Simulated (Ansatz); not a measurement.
A series of calculations on Ge₂H₅F

## 1. Relaxation

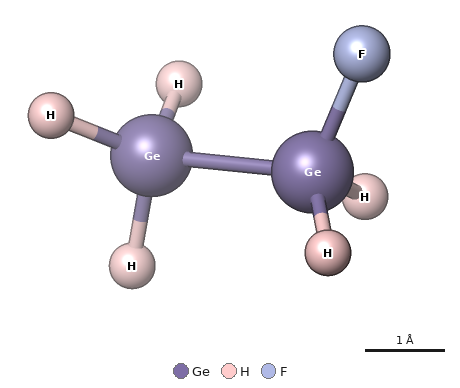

This is the input geometry for a relaxation of Ge2H5F. A ball-and-stick model, seen at a tilt.

The run prepares an end point of a later path (reaction) calculation, from a guessed geometry.

Method: Ansatz, RKS B3LYP/def2-SVP.

Input file:
```yaml
crystal:
  periodic: [false, false, false]
  atoms:
    - { symbol: Ge, position_ang: [0.272848, 0.072114, 0.041123] }
    - { symbol: Ge, position_ang: [1.037491, -0.024703, 2.30887] }
    - { symbol: H, position_ang: [0.062138, -0.30533, 3.472768] }
    - { symbol: H, position_ang: [2.143057, -1.101573, 2.292042] }
    - { symbol: H, position_ang: [1.73824, 1.330906, 2.534309] }
    - { symbol: H, position_ang: [1.755022, 0.155352, -0.372268] }
    - { symbol: H, position_ang: [-0.647489, 1.190255, -0.473914] }
    - { symbol: F, position_ang: [-0.425108, -1.42312, -0.56043] }
basis:
  gaussian: { orbitals: def2-SVP }
hamiltonian:
  xc: b3lyp
relax:
  f_tol: 0.03
  max_steps: 50
```

Launched with:
```bash
ansatz run input.yaml --threads 2 --pin off --max-ram 3072MiB --backend cpu --events-out ev --progress --plain --runs-dir out
```

> Where does the relaxation end?

Over 5 accepted moves (6 points after the start) the energy falls by 6.70 kcal/mol. The largest force component goes from 0.88 to 0.004 eV/Å. The line search rejected the trial step at point 4 of the run. The atom that moves furthest after the best rigid fit is H6 (0.63 Å). Largest moves by element: H 0.63 Å, F 0.21 Å, Ge 0.16 Å. Among the contacts that change: Ge1–Ge2 2.395 → 2.443 Å, Ge1–H7 1.537 → 1.545 Å. Among the angles between lasting bonds that change: Ge2–Ge1–H6 87.1° → 113.6°, Ge1–Ge2–H3 121.3° → 110.0°, Ge2–Ge1–H7 122.5° → 113.8°. Cost: 18 s on 2 threads of Arm Neoverse V2, on a shared host, peak memory 0.24 GiB.

Final geometry:

```xyz
8

Ge    0.4225    0.0903    0.0032
Ge    1.1121   -0.0220    2.3441
H    -0.1133   -0.2697    3.2445
H     2.1290   -1.1630    2.5389
H     1.7721    1.3137    2.7486
H     1.6028    0.2220   -0.9849
H    -0.6444    1.1712   -0.2809
F    -0.3446   -1.4485   -0.3710
```

After the run, drawn alike:

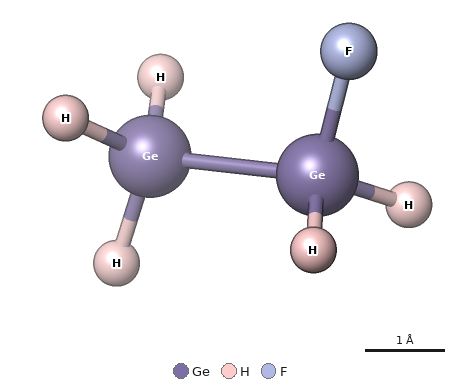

## 2. Relaxation

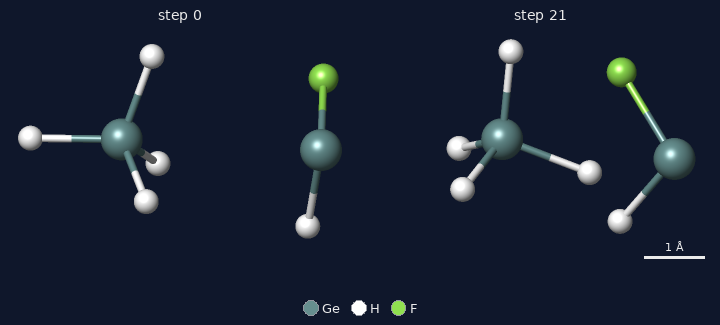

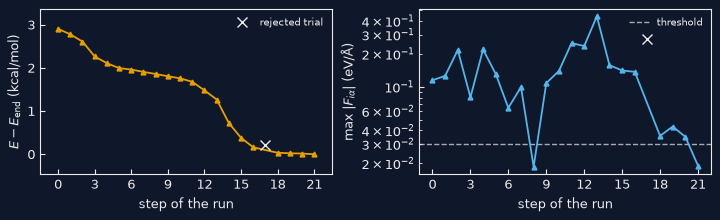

First and last geometry of a relaxation of Ge2H5F, with the history of the run. A ball-and-stick model, seen at a tilt.

The run prepares an end point of a later path (reaction) calculation, from a guessed geometry.

These are results of RKS B3LYP/def2-SVP (Ansatz), not measurements. Set-up: no spin polarisation; force threshold 0.03 eV/Å; at most 50 steps.

Question: Read the history and describe the run.

Answer: It converged. The energy falls by 2.91 kcal/mol in 20 accepted moves (21 points after the start). The largest force component goes from 0.12 to 0.019 eV/Å. The line search rejected the trial step at point 17 of the run. The forces were under the threshold at step 8, but the run went on from there. An H atom moves most after the best rigid fit: 1.73 Å. By element the largest moves are H 1.73 Å, F 1.12 Å, Ge 0.40 Å. Some distances before and after: Ge–H 2.745 → 2.116 Å, Ge–Ge 3.603 → 3.365 Å, Ge–H 1.550 → 1.578 Å, F–Ge 1.767 → 1.786 Å. Among the angles between lasting bonds that change: H–Ge–H 109.9° → 106.0°, H–Ge–H 108.8° → 105.6°, H–Ge–H 110.1° → 112.5°. Cost: 50 s on 2 threads of Arm Neoverse V2, on a shared host, peak memory 0.23 GiB.

```json
{"step": "0", "E − E(0), kcal/mol": "0.00", "largest force component, eV/Å": "0.1152", "note": ""}
{"step": "1", "E − E(0), kcal/mol": "-0.13", "largest force component, eV/Å": "0.1262", "note": ""}
{"step": "2", "E − E(0), kcal/mol": "-0.30", "largest force component, eV/Å": "0.2177", "note": ""}
{"step": "3", "E − E(0), kcal/mol": "-0.64", "largest force component, eV/Å": "0.0804", "note": ""}
{"step": "4", "E − E(0), kcal/mol": "-0.80", "largest force component, eV/Å": "0.2202", "note": ""}
{"step": "5", "E − E(0), kcal/mol": "-0.91", "largest force component, eV/Å": "0.1317", "note": ""}
{"step": "6", "E − E(0), kcal/mol": "-0.94", "largest force component, eV/Å": "0.0643", "note": ""}
{"step": "7", "E − E(0), kcal/mol": "-1.00", "largest force component, eV/Å": "0.0996", "note": ""}
{"step": "8", "E − E(0), kcal/mol": "-1.05", "largest force component, eV/Å": "0.0186", "note": ""}
{"step": "9", "E − E(0), kcal/mol": "-1.10", "largest force component, eV/Å": "0.1083", "note": ""}
{"step": "10", "E − E(0), kcal/mol": "-1.15", "largest force component, eV/Å": "0.1400", "note": ""}
{"step": "11", "E − E(0), kcal/mol": "-1.23", "largest force component, eV/Å": "0.2517", "note": ""}
{"step": "12", "E − E(0), kcal/mol": "-1.43", "largest force component, eV/Å": "0.2365", "note": ""}
{"step": "13", "E − E(0), kcal/mol": "-1.64", "largest force component, eV/Å": "0.4427", "note": ""}
{"step": "14", "E − E(0), kcal/mol": "-2.19", "largest force component, eV/Å": "0.1579", "note": ""}
{"step": "15", "E − E(0), kcal/mol": "-2.53", "largest force component, eV/Å": "0.1413", "note": ""}
{"step": "16", "E − E(0), kcal/mol": "-2.75", "largest force component, eV/Å": "0.1374", "note": ""}
{"step": "17", "E − E(0), kcal/mol": "-2.69", "largest force component, eV/Å": "0.2741", "note": "rejected"}
{"step": "18", "E − E(0), kcal/mol": "-2.87", "largest force component, eV/Å": "0.0357", "note": ""}
{"step": "19", "E − E(0), kcal/mol": "-2.88", "largest force component, eV/Å": "0.0434", "note": ""}
{"step": "20", "E − E(0), kcal/mol": "-2.89", "largest force component, eV/Å": "0.0350", "note": ""}
{"step": "21", "E − E(0), kcal/mol": "-2.91", "largest force component, eV/Å": "0.0191", "note": ""}
```

Limits of the set-up: the start holds two separate molecules, 2.7 Å apart at their closest, whose relative position is a soft coordinate and is computed without a dispersion correction.

## 3. Path

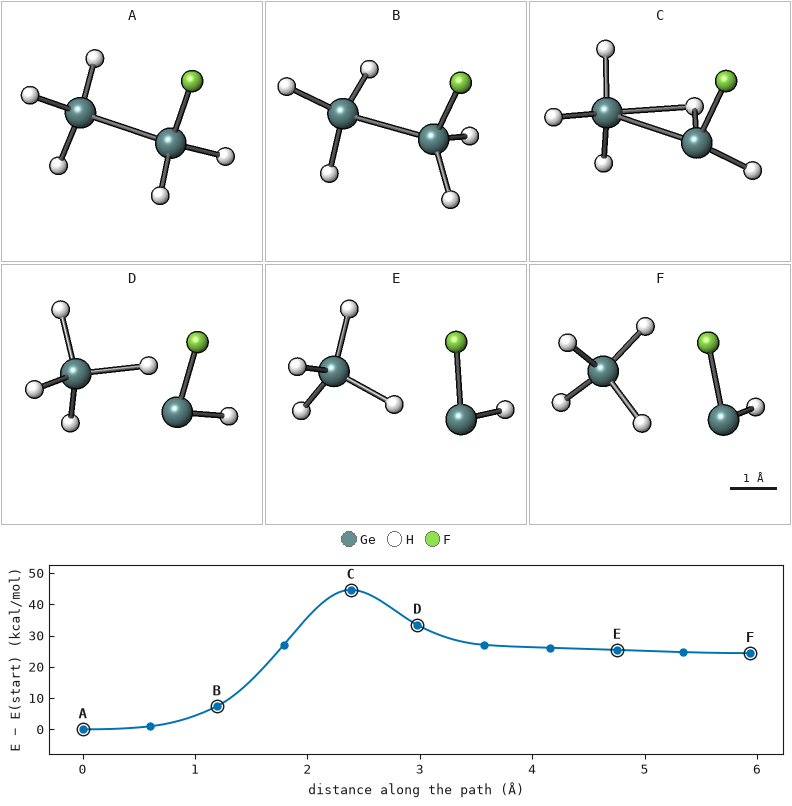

NEB run on Ge2H5F. Images are numbered from 0 (start) to 10 (end). Frames A to F are images 0, 2, 4, 5, 8, 10. A ball-and-stick model, seen at a tilt.

These are results of RKS B3LYP/def2-SVP in Ansatz, not measurements. Settings: 9 movable images; climbing image; force threshold 0.03 eV/Å; iteration limit 60; starting path through a guess of the saddle point.

### What happens along the path, and what is the barrier?

Forward barrier 44.6 kcal/mol, backward barrier 20.2 kcal/mol, with image 4 at the top; the reaction energy is +24.4 kcal/mol. Breaking: Ge–Ge (2.44 → 3.36 Å), Ge–H (1.54 → 2.12 Å). Forming: Ge–H (3.37 → 1.58 Å). The band converged in 18 iterations. The largest component of the band force went from 49 to 0.019 eV/Å. The climbing image converged on the top of the path. Its vibrational analysis gives one imaginary mode (537i cm⁻¹), as a transition state must have.

The run took 6.3 min on 2 threads of Arm Neoverse V2, on a shared host, peak memory 0.26 GiB.
